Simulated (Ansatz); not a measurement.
# Cl₃FH₂Si: a short trajectory

The task is to watch the atoms for 40 steps of 0.5 fs, started with velocities for 1500 K and run with a Langevin thermostat, and see to which side of the barrier the system falls.

Method: PBE0-D4/def2-SVP; program: Ansatz 0.2.0, Gaussian basis.

1 further run of the same task is left out (it didn't finish).

**1. Where the work starts**

The start, a first-order saddle point found at PBE0-D4 in triple zeta: 7 atoms, charge 0, spin multiplicity 1.

Atoms are counted from 1 here; the program's logs count them from 0.

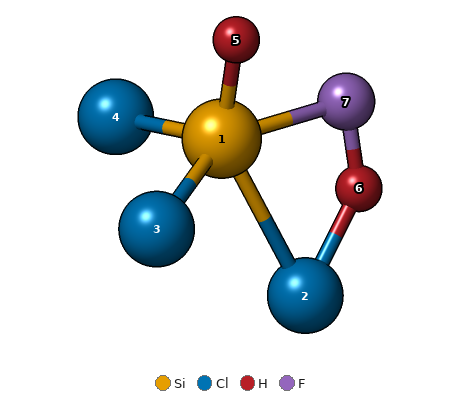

Start geometry, drawn with silicon amber, chlorine blue, hydrogen red, fluorine purple; atoms are numbered from 1 in the order of the file.

Geometry (Å):

```
Si   -0.3517    0.1602   -0.3454
Cl    1.7535   -0.8100    0.2901
Cl   -0.0543   -0.5447   -2.2561
Cl    0.1919    2.1085   -0.2115
H    -1.8148    0.0344   -0.2980
H     0.6818   -0.6467    1.3777
F    -0.4065   -0.3017    1.4431
```

**2. Dynamics**

md/in.yaml

```yaml
crystal:
  periodic: [false, false, false]
  atoms:
    - {symbol: Si, position_ang: [-0.351710, 0.160166, -0.345424]}
    - {symbol: Cl, position_ang: [1.753548, -0.809988, 0.290113]}
    - {symbol: Cl, position_ang: [-0.054267, -0.544698, -2.256150]}
    - {symbol: Cl, position_ang: [0.191871, 2.108473, -0.211486]}
    - {symbol: H, position_ang: [-1.814767, 0.034417, -0.297986]}
    - {symbol: H, position_ang: [0.681787, -0.646652, 1.377719]}
    - {symbol: F, position_ang: [-0.406463, -0.301718, 1.443114]}
basis:
  gaussian: {orbitals: def2-SVP}
hamiltonian: {xc: pbe0, dispersion: d4}
md: {n_steps: 40, timestep: 0.5, temperature: 1500, ensemble: nvt_langevin, seed: 385, friction: 0.002, initial_velocities: maxwell_boltzmann}
```

Started as:

```
$ ansatz run in.yaml --threads 4 --pin off --events-out ev --progress --plain --max-ram 9574MiB
```

What it wrote:

```text
Functional definition: PBE0
  name "PBE0"
  cite "Adamo & Barone, J. Chem. Phys. 110, 6158 (1999) doi:10.1063/1.478522"
  cite "Perdew, Burke & Ernzerhof, Phys. Rev. Lett. 77, 3865 (1996) doi:10.1103/PhysRevLett.77.3865"
  parent pbe
  parameter a = 0.25
  parameter kappa = 0.804
  parameter beta = 0.06672455060314922
  exchange = (1 - a)*pbe_x(kappa = kappa, mu = beta*pi^2/3) + a*exact_x
  correlation = pbe_c(beta = beta)
941 factors; integrals over basis functions are off by at most 4.4e-4 eV
mean field evaluation 1: about -48162.0270 eV, gradient 2.6e1 eV
mean field evaluation 2: about -48161.2002 eV, gradient 3.5e1 eV
mean field evaluation 4: about -48163.2716 eV, gradient 1.1e0 eV
mean field evaluation 8: about -48163.2761 eV, gradient 1.3e-2 eV
mean field -48163.27611744 eV, -1769.9677510747 hartree, gradient 2.6e-5 eV, S^2 0.000000; 0 other end points of the search recorded, 0 dependent functions left out
the calculation of the forces begins
reference -48163.27613814 eV, -1769.9677518356 hartree; 38, 38 occupied and 58, 58 virtual orbitals, 941 factors
md step     0: t =     0.00 fs  T =  1285.7 K  F+E_penalty+E_count = -48163.48317641 eV  E_kin = 1.163340 eV  (23 SCF iters)
these checks for a lower state are left out or cut short: starts, cluster_reference, orbital_swaps, neighbouring_geometries, increment
941 factors; integrals over basis functions are off by at most 4.5e-4 eV
mean field evaluation 16: about -48163.2667 eV, gradient 7.4e-3 eV
mean field -48163.26811395 eV, -1769.9674569521 hartree, gradient 5.9e-5 eV, S^2 0.000000; 0 other end points of the search recorded, 0 dependent functions left out
the calculation of the forces begins
reference -48163.26813464 eV, -1769.9674577125 hartree; 38, 38 occupied and 58, 58 virtual orbitals, 941 factors
md step     1: t =     0.50 fs  T =  1247.7 K  F+E_penalty+E_count = -48163.47525347 eV  E_kin = 1.128933 eV  (24 SCF iters, 3 dispersion substeps)
these checks for a lower state are left out or cut short: starts, cluster_reference, orbital_swaps, neighbouring_geometries, increment
941 factors; integrals over basis functions are off by at most 4.6e-4 eV
mean field -48163.24824040 eV, -1769.9667266125 hartree, gradient 6.0e-5 eV, S^2 0.000000; 0 other end points of the search recorded, 0 dependent functions left out
the calculation of the forces begins
reference -48163.24826108 eV, -1769.9667273725 hartree; 38, 38 occupied and 58, 58 virtual orbitals, 941 factors
md step     2: t =     1.00 fs  T =  1220.5 K  F+E_penalty+E_count = -48163.45544257 eV  E_kin = 1.104352 eV  (24 SCF iters, 3 dispersion substeps)
[... from here on, the SCF cycles and remarks between the steps are left out ...]
md step     3: t =     1.50 fs  T =  1182.0 K  F+E_penalty+E_count = -48163.42438183 eV  E_kin = 1.069536 eV  (24 SCF iters, 3 dispersion substeps)
md step     4: t =     2.00 fs  T =  1175.2 K  F+E_penalty+E_count = -48163.38302622 eV  E_kin = 1.063320 eV  (24 SCF iters, 3 dispersion substeps)
md step     5: t =     2.50 fs  T =  1158.7 K  F+E_penalty+E_count = -48163.33308226 eV  E_kin = 1.048376 eV  (23 SCF iters, 3 dispersion substeps)
md step     6: t =     3.00 fs  T =  1130.4 K  F+E_penalty+E_count = -48163.27905326 eV  E_kin = 1.022822 eV  (23 SCF iters, 3 dispersion substeps)
md step     7: t =     3.50 fs  T =  1094.7 K  F+E_penalty+E_count = -48163.22496877 eV  E_kin = 0.990467 eV  (23 SCF iters, 3 dispersion substeps)
md step     8: t =     4.00 fs  T =  1011.8 K  F+E_penalty+E_count = -48163.17347693 eV  E_kin = 0.915459 eV  (23 SCF iters, 3 dispersion substeps)
md step     9: t =     4.50 fs  T =   973.0 K  F+E_penalty+E_count = -48163.13018553 eV  E_kin = 0.880399 eV  (24 SCF iters, 3 dispersion substeps)
md step    10: t =     5.00 fs  T =   930.3 K  F+E_penalty+E_count = -48163.09648384 eV  E_kin = 0.841761 eV  (24 SCF iters, 3 dispersion substeps)
md step    11: t =     5.50 fs  T =   926.0 K  F+E_penalty+E_count = -48163.06981230 eV  E_kin = 0.837879 eV  (24 SCF iters, 3 dispersion substeps)
md step    12: t =     6.00 fs  T =   848.3 K  F+E_penalty+E_count = -48163.05015715 eV  E_kin = 0.767534 eV  (24 SCF iters, 3 dispersion substeps)
md step    13: t =     6.50 fs  T =   864.3 K  F+E_penalty+E_count = -48163.03789010 eV  E_kin = 0.782021 eV  (24 SCF iters, 3 dispersion substeps)
md step    14: t =     7.00 fs  T =   879.5 K  F+E_penalty+E_count = -48163.02652009 eV  E_kin = 0.795794 eV  (23 SCF iters, 3 dispersion substeps)
md step    15: t =     7.50 fs  T =   866.8 K  F+E_penalty+E_count = -48163.01038960 eV  E_kin = 0.784318 eV  (24 SCF iters, 3 dispersion substeps)
md step    16: t =     8.00 fs  T =   806.7 K  F+E_penalty+E_count = -48162.98742650 eV  E_kin = 0.729925 eV  (24 SCF iters, 3 dispersion substeps)
md step    17: t =     8.50 fs  T =   759.4 K  F+E_penalty+E_count = -48162.95526753 eV  E_kin = 0.687133 eV  (24 SCF iters, 3 dispersion substeps)
md step    18: t =     9.00 fs  T =   734.0 K  F+E_penalty+E_count = -48162.91396192 eV  E_kin = 0.664123 eV  (24 SCF iters, 3 dispersion substeps)
md step    19: t =     9.50 fs  T =   696.1 K  F+E_penalty+E_count = -48162.86493325 eV  E_kin = 0.629834 eV  (24 SCF iters, 3 dispersion substeps)
md step    20: t =    10.00 fs  T =   663.9 K  F+E_penalty+E_count = -48162.81076470 eV  E_kin = 0.600698 eV  (24 SCF iters, 3 dispersion substeps)
md step    21: t =    10.50 fs  T =   536.9 K  F+E_penalty+E_count = -48162.75599081 eV  E_kin = 0.485794 eV  (24 SCF iters, 3 dispersion substeps)
md step    22: t =    11.00 fs  T =   494.0 K  F+E_penalty+E_count = -48162.70320336 eV  E_kin = 0.446988 eV  (24 SCF iters, 3 dispersion substeps)
md step    23: t =    11.50 fs  T =   428.5 K  F+E_penalty+E_count = -48162.65327759 eV  E_kin = 0.387758 eV  (24 SCF iters, 3 dispersion substeps)
md step    24: t =    12.00 fs  T =   373.8 K  F+E_penalty+E_count = -48162.60761382 eV  E_kin = 0.338217 eV  (24 SCF iters, 3 dispersion substeps)
md step    25: t =    12.50 fs  T =   326.2 K  F+E_penalty+E_count = -48162.56586263 eV  E_kin = 0.295116 eV  (23 SCF iters, 3 dispersion substeps)
md step    26: t =    13.00 fs  T =   259.5 K  F+E_penalty+E_count = -48162.52970650 eV  E_kin = 0.234794 eV  (24 SCF iters, 3 dispersion substeps)
md step    27: t =    13.50 fs  T =   243.7 K  F+E_penalty+E_count = -48162.49899610 eV  E_kin = 0.220533 eV  (25 SCF iters, 3 dispersion substeps)
md step    28: t =    14.00 fs  T =   210.0 K  F+E_penalty+E_count = -48162.47367755 eV  E_kin = 0.190006 eV  (25 SCF iters, 3 dispersion substeps)
md step    29: t =    14.50 fs  T =   187.5 K  F+E_penalty+E_count = -48162.45510017 eV  E_kin = 0.169611 eV  (25 SCF iters, 3 dispersion substeps)
md step    30: t =    15.00 fs  T =   179.6 K  F+E_penalty+E_count = -48162.44311345 eV  E_kin = 0.162474 eV  (22 SCF iters, 3 dispersion substeps)
md step    31: t =    15.50 fs  T =   182.0 K  F+E_penalty+E_count = -48162.43662661 eV  E_kin = 0.164667 eV  (22 SCF iters, 3 dispersion substeps)
md step    32: t =    16.00 fs  T =   174.4 K  F+E_penalty+E_count = -48162.43481397 eV  E_kin = 0.157773 eV  (26 SCF iters, 3 dispersion substeps)
md step    33: t =    16.50 fs  T =   163.5 K  F+E_penalty+E_count = -48162.43763856 eV  E_kin = 0.147924 eV  (25 SCF iters, 3 dispersion substeps)
md step    34: t =    17.00 fs  T =   163.7 K  F+E_penalty+E_count = -48162.44581653 eV  E_kin = 0.148146 eV  (25 SCF iters, 3 dispersion substeps)
md step    35: t =    17.50 fs  T =   187.7 K  F+E_penalty+E_count = -48162.46108822 eV  E_kin = 0.169811 eV  (25 SCF iters, 3 dispersion substeps)
md step    36: t =    18.00 fs  T =   198.2 K  F+E_penalty+E_count = -48162.48401693 eV  E_kin = 0.179352 eV  (25 SCF iters, 3 dispersion substeps)
md step    37: t =    18.50 fs  T =   250.3 K  F+E_penalty+E_count = -48162.51316635 eV  E_kin = 0.226489 eV  (25 SCF iters, 3 dispersion substeps)
md step    38: t =    19.00 fs  T =   280.9 K  F+E_penalty+E_count = -48162.54597897 eV  E_kin = 0.254183 eV  (25 SCF iters, 3 dispersion substeps)
md step    39: t =    19.50 fs  T =   334.5 K  F+E_penalty+E_count = -48162.58057633 eV  E_kin = 0.302636 eV  (24 SCF iters, 3 dispersion substeps)
these checks for a lower state are left out or cut short: starts, cluster_reference, orbital_swaps, neighbouring_geometries, increment
941 factors; integrals over basis functions are off by at most 4.5e-4 eV
mean field -48162.41004570 eV, -1769.9359235256 hartree, gradient 6.2e-5 eV, S^2 0.000000; 0 other end points of the search recorded, 0 dependent functions left out
the calculation of the forces begins
reference -48162.41006664 eV, -1769.9359242949 hartree; 38, 38 occupied and 58, 58 virtual orbitals, 941 factors
941 factors; integrals over basis functions are off by at most 4.5e-4 eV
mean field evaluation 256: about -48162.4097 eV, gradient 3.6e-1 eV
mean field -48162.41004570 eV, -1769.9359235256 hartree, gradient 6.2e-5 eV, S^2 0.000000; 1 other end points of the search recorded, 0 dependent functions left out
the calculation of the forces begins
reference -48162.41006664 eV, -1769.9359242949 hartree; 38, 38 occupied and 58, 58 virtual orbitals, 941 factors
md step    40: t =    20.00 fs  T =   376.0 K  F+E_penalty+E_count = -48162.61639283 eV  E_kin = 0.340234 eV  (25 SCF iters, 3 dispersion substeps)
Total energy: -48162.61641376 eV, -1769.9435074119 hartree
Atom 0 at    -0.233648     0.019474    -0.309051 Å, force    -2.540072     3.139899     0.610951 eV/Å
Atom 1 at     1.741835    -0.827068     0.264405 Å, force    -0.177339    -0.132461     0.932725 eV/Å
Atom 2 at    -0.107144    -0.534853    -2.180848 Å, force     0.884054    -0.730155    -2.988215 eV/Å
Atom 3 at     0.164516     2.219935    -0.268912 Å, force    -0.322976    -2.345359     0.080772 eV/Å
Atom 4 at    -1.709372    -0.337061    -0.279561 Å, force     0.392500     0.372809    -0.036401 eV/Å
Atom 5 at     0.671573    -0.651897     1.399958 Å, force    -0.513460     0.313429     0.130485 eV/Å
Atom 6 at    -0.493471    -0.221102     1.436015 Å, force     2.277292    -0.618161     1.269683 eV/Å
Dipole moment:     0.253515    -0.471249     0.330902 e Å
```

Run time: 66 s. Hardware: 4 threads of Intel Xeon Platinum 8259CL at 2.50GHz, shared host.

**3. The trajectory**

Every 2 steps:

| time (fs) | T (K) | potential (meV) | potential + kinetic (meV) | Si1–F7 (Å) | Cl2–H6 (Å) | Si1–Cl2 (Å) | H6–F7 (Å) |
| --- | --- | --- | --- | --- | --- | --- | --- |
| 0.00 | 1286 | 0.0 | 0.0 | 1.848 | 1.536 | 2.404 | 1.143 |
| 1.00 | 1221 | 27.7 | -31.3 | 1.830 | 1.555 | 2.389 | 1.101 |
| 2.00 | 1175 | 100.1 | 0.1 | 1.813 | 1.575 | 2.375 | 1.064 |
| 3.00 | 1130 | 204.1 | 63.6 | 1.797 | 1.595 | 2.362 | 1.033 |
| 4.00 | 1012 | 309.7 | 61.8 | 1.783 | 1.614 | 2.349 | 1.014 |
| 5.00 | 930 | 386.7 | 65.1 | 1.770 | 1.627 | 2.337 | 1.011 |
| 6.00 | 848 | 433.0 | 37.2 | 1.758 | 1.632 | 2.326 | 1.024 |
| 7.00 | 880 | 456.7 | 89.1 | 1.749 | 1.634 | 2.315 | 1.051 |
| 8.00 | 807 | 495.7 | 62.3 | 1.742 | 1.638 | 2.304 | 1.087 |
| 9.00 | 734 | 569.2 | 70.0 | 1.736 | 1.643 | 2.294 | 1.126 |
| 10.00 | 664 | 672.4 | 109.8 | 1.733 | 1.649 | 2.283 | 1.166 |
| 11.00 | 494 | 780.0 | 63.6 | 1.732 | 1.654 | 2.273 | 1.204 |
| 12.00 | 374 | 875.6 | 50.4 | 1.734 | 1.655 | 2.263 | 1.238 |
| 13.00 | 259 | 953.5 | 24.9 | 1.736 | 1.653 | 2.254 | 1.265 |
| 14.00 | 210 | 1009.5 | 36.2 | 1.740 | 1.651 | 2.246 | 1.282 |
| 15.00 | 180 | 1040.1 | 39.2 | 1.745 | 1.645 | 2.239 | 1.291 |
| 16.00 | 174 | 1048.4 | 42.8 | 1.751 | 1.635 | 2.233 | 1.295 |
| 17.00 | 164 | 1037.4 | 22.2 | 1.757 | 1.620 | 2.228 | 1.294 |
| 18.00 | 198 | 999.2 | 15.2 | 1.763 | 1.604 | 2.225 | 1.282 |
| 19.00 | 281 | 937.2 | 28.0 | 1.772 | 1.586 | 2.224 | 1.265 |
| 20.00 | 376 | 866.8 | 43.7 | 1.781 | 1.570 | 2.224 | 1.243 |

Energies count from the start.

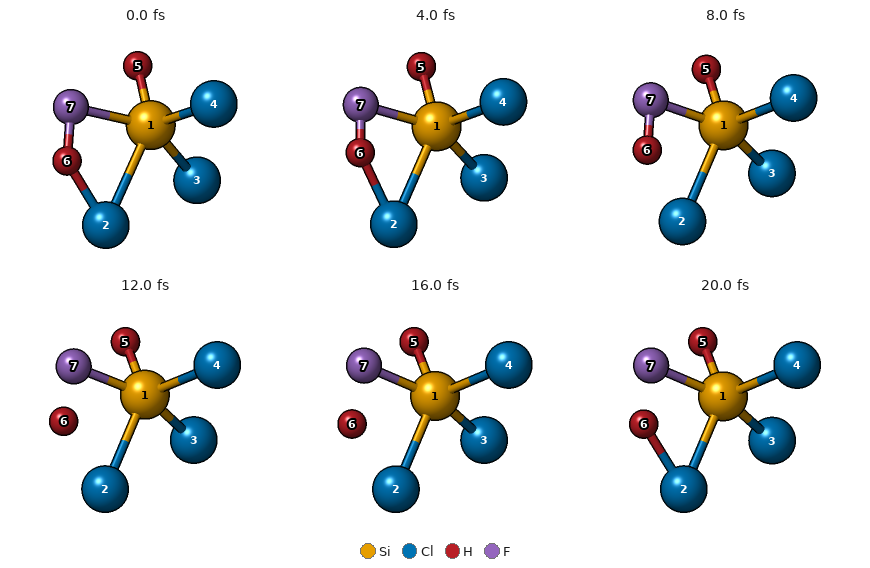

Six frames.

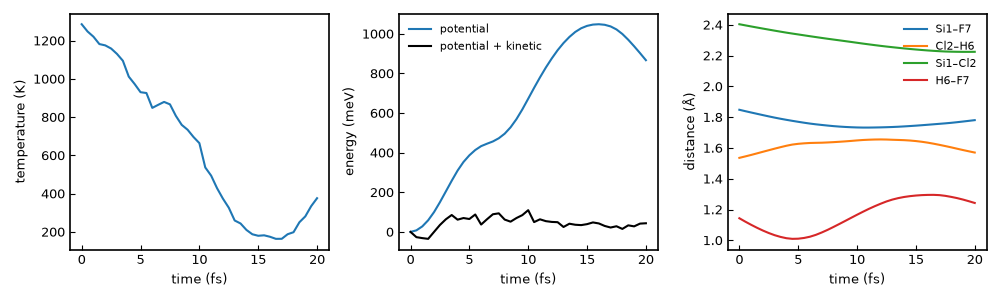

Temperature, energies and the distances followed.

Positions (Å) and forces (eV/Å) at 8.00 fs:

```xyz
7

Si   -0.280    0.065   -0.318   -0.942    2.473   -1.058
Cl    1.761   -0.822    0.277   -0.376    0.172    0.399
Cl   -0.082   -0.524   -2.194    0.592   -0.626   -2.227
Cl    0.179    2.176   -0.240   -0.338   -1.656    0.087
H    -1.744   -0.201   -0.291   -0.033    0.255   -0.058
H     0.595   -0.516    1.385    0.339   -0.349    0.497
F    -0.461   -0.260    1.384    0.758   -0.269    2.360
```

Positions (Å) and forces (eV/Å) at 20.00 fs:

```xyz
7

Si   -0.234    0.019   -0.309   -2.540    3.140    0.611
Cl    1.742   -0.827    0.264   -0.177   -0.132    0.933
Cl   -0.107   -0.535   -2.181    0.884   -0.730   -2.988
Cl    0.165    2.220   -0.269   -0.323   -2.345    0.081
H    -1.709   -0.337   -0.280    0.393    0.373   -0.036
H     0.672   -0.652    1.400   -0.513    0.313    0.130
F    -0.493   -0.221    1.436    2.277   -0.618    1.270
```

**4. Results**

| quantity | value |
| --- | --- |
| length | 40 steps, 20.0 fs |
| temperature at the start | 1286 K |
| mean temperature, second half | 296 K |
| lowest and highest potential energy, from the first frame | 0 and 1048 meV |
| largest change of potential + kinetic | 109.8 meV |

By the last frame it has not clearly left the saddle region. The thermostat trades energy with the molecule, so the sum of potential and kinetic energy isn't conserved: it changes by +44 meV over the run. The mean temperature of the second half is still well below the 1500 K set. The temperature runs between 163 and 1286 K. Under Langevin the temperature counts 3N degrees of freedom, more than the drawn velocities fill, so it starts at 1286 K, not 1500 K.
